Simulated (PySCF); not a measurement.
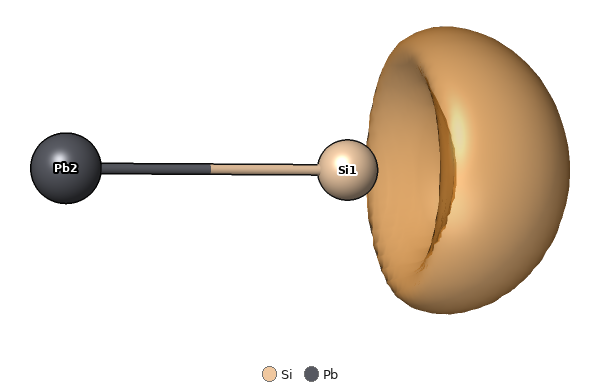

Figure 1: SiPb (triplet). Isosurface of the ELF at 0.9 (orange), seen from one side. Core shells and regions of very low density are left out.

Core potentials replace the inner electrons of Pb.

The calculation used PBE0/cc-pVDZ(-PP), non-relativistic Hamiltonian with scalar-relativistic core potentials where named, at a bond length of 2.594 Å (PySCF 2.14.0).

**Describe the localisation domains.**

The ELF exceeds this value in one lobe on Si, pointing away from the bonds (non-bonding electrons). Along the contacts the grid gives the following. Si–Pb (2.59 Å): the ELF peaks at about 0.80 in the valence shell of Si, 1.0 Å from its nucleus, and drops to about 0.25 between the two atoms.
